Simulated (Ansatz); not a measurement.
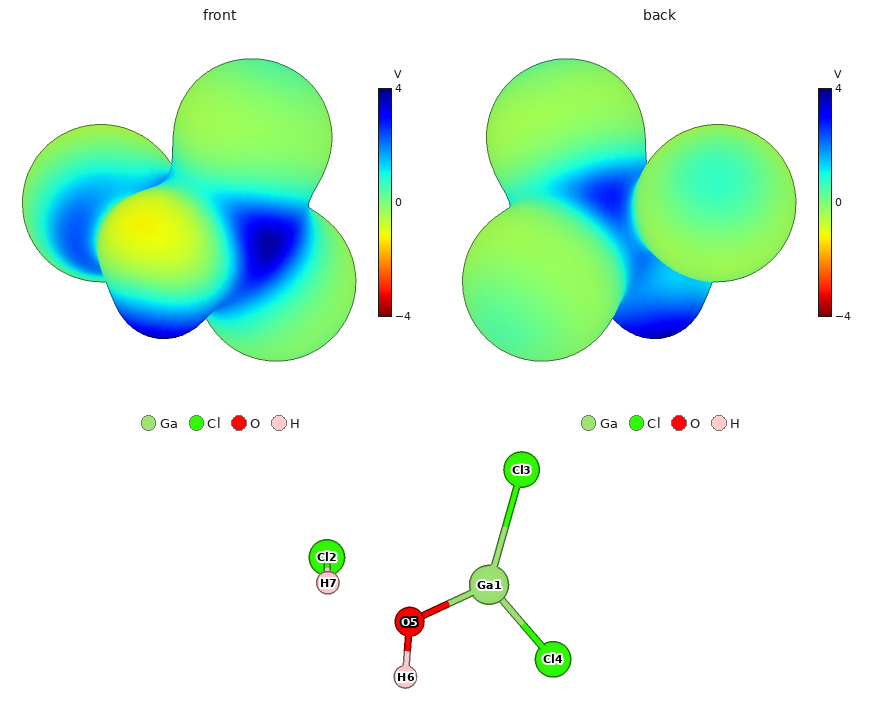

Cl₂GaHO···HCl. The molecular electrostatic potential painted on the density surface at 0.004 e/bohr³, seen from the front and from behind; red is negative and blue positive. The bare structure is drawn below in the same view.

Not at a stationary point (largest force 1.0 eV/Å).

Theory: RKS PBE-D4/def2-SVP (Ansatz 0.2.0).

Input

```
crystal:
  periodic: [false, false, false]
  atoms:
    - { symbol: Ga, position_ang: [0.0, 0.0, 0.0] }
    - { symbol: Cl, position_ang: [0.0, 0.0, 2.59] }
    - { symbol: Cl, position_ang: [1.9398, 0.0, -1.12] }
    - { symbol: Cl, position_ang: [-1.9398, 0.0, -1.12] }
    - { symbol: O, position_ang: [0.0874, -1.9815, 0.659] }
    - { symbol: H, position_ang: [-0.4591, -2.5661, 0.0429] }
    - { symbol: H, position_ang: [0.0624, -1.4154, 1.8346] }
basis:
  gaussian: { orbitals: def2-SVP }
hamiltonian:
  xc: pbe
  dispersion: d4
relax:
  f_tol: 0.15
  max_steps: 25
  restrain:
    - { distance: [0, 4], at: 1.79, k: 30.0 }
    - { distance: [6, 1], at: 1.37, k: 30.0 }
    - { distance: [0, 1], at: 3.44, k: 30.0 }
    - { distance: [6, 4], at: 2.21, k: 30.0 }
output:
  orbitals: {}
```

Command:

```sh
ansatz run input.yaml --threads 4 --pin off --max-ram 5120MiB --backend cpu --events-out ev --progress --plain --runs-dir out
```

The fields are those of the run's last geometry, not of the input's.

> Which sites attract a positive test charge, and which a negative one?

A positive charge is drawn to the negative regions and a negative charge to the positive ones. The most negative region (about −1.1 V) lies over O5, the most positive (about +3.6 V) over Ga1 and H6. Cl2 shows a σ-hole: about +0.7 V at the tip opposite its bond, against about −0.3 V on its flanks. Cl3 shows a σ-hole: about +0.3 V at the tip opposite its bond, against about −0.3 V on its flanks. Cl4 shows a σ-hole: about +0.4 V at the tip opposite its bond, against about −0.2 V on its flanks. O5 is the likeliest acceptor of a hydrogen bond.
